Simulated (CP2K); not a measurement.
# SiH3S (SMILES [SiH3][S]) at PM3

Aim: the vertical ionisation energy of SiH3S at PM3, from 2 runs. 

The results are computed with CP2K 2026.2.

3 further runs of the same task are left out: 3 that didn't finish.

## Step 1: Starting point

SiH3S: 5 atoms, total charge 0, spin state doublet. As SMILES, `[SiH3][S]`. The shape is that of a GFN2-xTB optimisation.

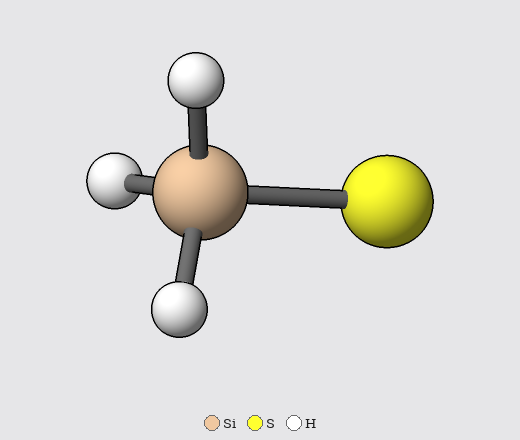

The structure, seen from a chosen angle (silicon light orange, sulfur yellow, hydrogen white).

## Step 2: Energy and gradient at PM3

qs.inp

```
&GLOBAL
 PROJECT_NAME qs
 RUN_TYPE ENERGY_FORCE
 PRINT_LEVEL MEDIUM
&END GLOBAL

&FORCE_EVAL
 METHOD QS
 &DFT
  CHARGE 0
  MULTIPLICITY 2
  UNRESTRICTED_KOHN_SHAM T
  &QS
   METHOD PM3
   EPS_DEFAULT 1.0E-10
   &SE
    &COULOMB
     CUTOFF [angstrom] 50
     RC_RANGE [angstrom] 0
    &END COULOMB
    &EXCHANGE
     CUTOFF [angstrom] 50
     RC_RANGE [angstrom] 0
    &END EXCHANGE
   &END SE
  &END QS
  &POISSON
   PERIODIC NONE
   POISSON_SOLVER ANALYTIC
  &END POISSON
  &SCF
   SCF_GUESS ATOMIC
   EPS_SCF 1.0E-07
   MAX_SCF 40
   &OT ON
    MINIMIZER CG
    PRECONDITIONER FULL_SINGLE_INVERSE
   &END OT
   &OUTER_SCF
    EPS_SCF 1.0E-07
    MAX_SCF 10
   &END OUTER_SCF
  &END SCF
  &PRINT
   &MOMENTS
    PERIODIC F
    REFERENCE COM
    MAX_MOMENT 1
   &END MOMENTS
   &MO_CUBES
    NLUMO 3
    NHOMO -1
    WRITE_CUBE F
   &END MO_CUBES
   &HIRSHFELD OFF
   &END HIRSHFELD
  &END PRINT
 &END DFT
 &SUBSYS
  &CELL
   ABC [angstrom] 18.8 18.1 18.4
   PERIODIC NONE
  &END CELL
  &COORD
   Si    -0.167770     0.029220    -0.022990
   S      1.896460    -0.340120     0.280510
   H     -0.884570    -0.664450     1.038200
   H     -0.497250    -0.498140    -1.340140
   H     -0.346870     1.473500     0.044420
  &END COORD
  &TOPOLOGY
   &CENTER_COORDINATES
   &END CENTER_COORDINATES
  &END TOPOLOGY
 &END SUBSYS
 &PRINT
  &FORCES ON
  &END FORCES
 &END PRINT
&END FORCE_EVAL
```

Run with:

```sh
$ OMP_NUM_THREADS=1 cp2k.psmp qs.inp > qs.out
```

The program printed, shortened:

```text
CP2K| version string:                                       CP2K version 2026.2
[...]
 GLOBAL| Method name                                                        CP2K
[...]
 GLOBAL| Run type                                                   ENERGY_FORCE
[...]
                             - Atoms:                                          5
[...]
                             - Spherical basis functions:                     11
[...]
 Number of electrons:                                                          7
[...]
     1 OT CG       0.80E-01    0.0     0.17011919        -9.6110399875 -9.61E+00
[...]
    38 OT CG       0.64E+00    0.0     0.00000008       -11.1409550767 -1.04E-12
  *** SCF run converged in    38 steps ***
  Core-core repulsion energy [eV]:                            289.99748968869324
  Core Hamiltonian energy [eV]:                              -440.16709319734287
  Two-electron integral energy [eV]:                         -305.98240322628686
  Electronic energy [eV]:                                    -593.15829481048627
  Total energy [eV]:                                         -303.16080512179303
  Atomic reference energy [eV]:                               304.81959681968999
  Heat of formation [kcal/mol]:                                38.25264832326070
[...]
 SE_DIPOLE| Moment [Debye]          2.04806712      -0.49613742       0.46804177
 SE_DIPOLE| Derivative [a.u.]       0.00000000       0.00000000       0.00000000
 *** WARNING in qs_scf_post_se.F:140 :: Printing of MO cube files not ***
 *** implemented for Semi-Empirical method.                           ***
 ENERGY| Total FORCE_EVAL ( QS ) energy [hartree]            -11.140955076739230
 FORCES| Atomic forces [hartree/bohr]
 FORCES|   Atom     x               y               z               |f|
 FORCES|      1  8.06661798E-03 -3.51366856E-03  3.81211355E-03   9.58897294E-03
 FORCES|      2  1.10753098E-02 -7.18448216E-04 -5.69049505E-06   1.10985894E-02
 FORCES|      3 -9.67327006E-03 -2.02438752E-03  4.07979690E-03   1.06918212E-02
 FORCES|      4 -5.16424329E-03 -1.85285621E-03 -7.52606000E-03   9.31364934E-03
 FORCES|      5 -4.30441444E-03  8.10936049E-03 -3.60159952E-04   9.18800449E-03
 FORCES| Sum     2.22044605E-16  3.46944695E-17 -3.81639165E-17
 FORCES| Total atomic force                                       2.27956130E-16
[...]
```

It took 1.8 s on 1 thread of Intel Xeon 6975P-C (Granite Rapids), shared host; peak memory 0.18 GiB.

## Step 3: The singlet cation at the same level

run.inp

```
&GLOBAL
 PROJECT run
 RUN_TYPE ENERGY_FORCE
 PRINT_LEVEL MEDIUM
&END GLOBAL

&FORCE_EVAL
 METHOD Quickstep
 &DFT
  CHARGE 1
  MULTIPLICITY 1
  ! Quickstep
  &QS
   METHOD PM3
   EPS_DEFAULT 1.0E-10
   &SE
    &COULOMB
     CUTOFF [angstrom] 50
     RC_RANGE [angstrom] 0
    &END COULOMB
    &EXCHANGE
     CUTOFF [angstrom] 50
     RC_RANGE [angstrom] 0
    &END EXCHANGE
   &END SE
  &END QS
  &POISSON
   PERIODIC NONE
   POISSON_SOLVER ANALYTIC
  &END POISSON
  &SCF
   SCF_GUESS ATOMIC
   EPS_SCF 1.0E-07
   MAX_SCF 40
   &OT ON
    MINIMIZER CG
    PRECONDITIONER FULL_SINGLE_INVERSE
   &END OT
   &OUTER_SCF
    EPS_SCF 1.0E-07
    MAX_SCF 10
   &END OUTER_SCF
  &END SCF
  &PRINT
   &MOMENTS
    PERIODIC F
    REFERENCE COM
    MAX_MOMENT 1
   &END MOMENTS
   &MO_CUBES
    NLUMO 3
    NHOMO -1
    WRITE_CUBE F
   &END MO_CUBES
   &HIRSHFELD OFF
   &END HIRSHFELD
  &END PRINT
 &END DFT
 ! atoms, cell and kinds
 &SUBSYS
  &CELL
   ABC [angstrom] 18.8 18.1 18.4
   PERIODIC NONE
  &END CELL
  &COORD
   Si    -0.167770     0.029220    -0.022990
   S      1.896460    -0.340120     0.280510
   H     -0.884570    -0.664450     1.038200
   H     -0.497250    -0.498140    -1.340140
   H     -0.346870     1.473500     0.044420
  &END COORD
  &TOPOLOGY
   &CENTER_COORDINATES
   &END CENTER_COORDINATES
  &END TOPOLOGY
 &END SUBSYS
 ! extra output
 &PRINT
  &FORCES ON
  &END FORCES
 &END PRINT
&END FORCE_EVAL
```

Run with:

```sh
$ OMP_NUM_THREADS=1 cp2k.psmp run.inp > run.out
```

The program printed, shortened:

```text
CP2K| version string:                                       CP2K version 2026.2
[...]
 GLOBAL| Method name                                                        CP2K
[...]
 GLOBAL| Run type                                                   ENERGY_FORCE
[...]
                             - Atoms:                                          5
[...]
                             - Spherical basis functions:                     11
[...]
 Number of electrons:                                                         12
[...]
     1 OT CG       0.80E-01    0.0     0.35833245        -9.2436570210 -9.24E+00
[...]
    29 OT CG       0.25E+00    0.0     0.00000009       -10.7433224530 -3.02E-13
  *** SCF run converged in    29 steps ***
  Core-core repulsion energy [eV]:                            289.99748968869324
  Core Hamiltonian energy [eV]:                              -407.45583483981841
  Two-electron integral energy [eV]:                         -349.76465202616714
  Electronic energy [eV]:                                    -582.33816085290198
  Total energy [eV]:                                         -292.34067116420874
  Atomic reference energy [eV]:                               304.81959681968999
  Heat of formation [kcal/mol]:                               287.77088476897092
[...]
 SE_DIPOLE| Moment [Debye]          1.76014019      -1.15430247       0.48351337
 SE_DIPOLE| Derivative [a.u.]       0.00000000       0.00000000       0.00000000
 *** WARNING in qs_scf_post_se.F:140 :: Printing of MO cube files not ***
 *** implemented for Semi-Empirical method.                           ***
 ENERGY| Total FORCE_EVAL ( QS ) energy [hartree]            -10.743322453031865
 FORCES| Atomic forces [hartree/bohr]
 FORCES|   Atom     x               y               z               |f|
 FORCES|      1  1.55945327E-02 -2.21399521E-02  8.52953320E-03   2.83922501E-02
 FORCES|      2 -1.02171737E-02  6.14739089E-03 -3.19550813E-03   1.23447286E-02
 FORCES|      3 -4.98917235E-03  2.41690651E-03  6.36714647E-03   8.44238308E-03
 FORCES|      4 -6.28056183E-04  4.08078746E-03 -1.00585318E-02   1.08729638E-02
 FORCES|      5  2.39869468E-04  9.49486723E-03 -1.64263978E-03   9.63889551E-03
 FORCES| Sum     1.52655666E-16 -4.16333634E-17  9.02056208E-17
 FORCES| Total atomic force                                       1.82137704E-16
[...]
```

Wall time 1.3 s (1 thread of Intel Xeon 6975P-C (Granite Rapids), shared host); peak memory 0.18 GiB.

## Step 4: What came out

Level: PM3.

| quantity | value |
| --- | --- |
| doublet SiH3S: total energy | -11.14096 Eh |
| doublet SiH3S: dipole moment | 2.16 D |
| doublet SiH3S: heat of formation at this unrelaxed shape | 38.3 kcal/mol |
| doublet SiH3S: largest force on an atom | 0.571 eV/Å |
| singlet cation: total energy | -10.74332 Eh |
| singlet cation: heat of formation at this unrelaxed shape | 287.8 kcal/mol |
| singlet cation: largest force on an atom | 1.460 eV/Å |
| vertical ionisation energy (to the singlet cation) | 10.820 eV |

In words: The vertical ionisation energy comes to 10.82 eV (1044 kJ/mol). The largest force (doublet SiH3S) is 0.57 eV/Å: the shape isn't a stationary point for this species at this level. Only the singlet of the ionised species was computed; a triplet could lie lower.
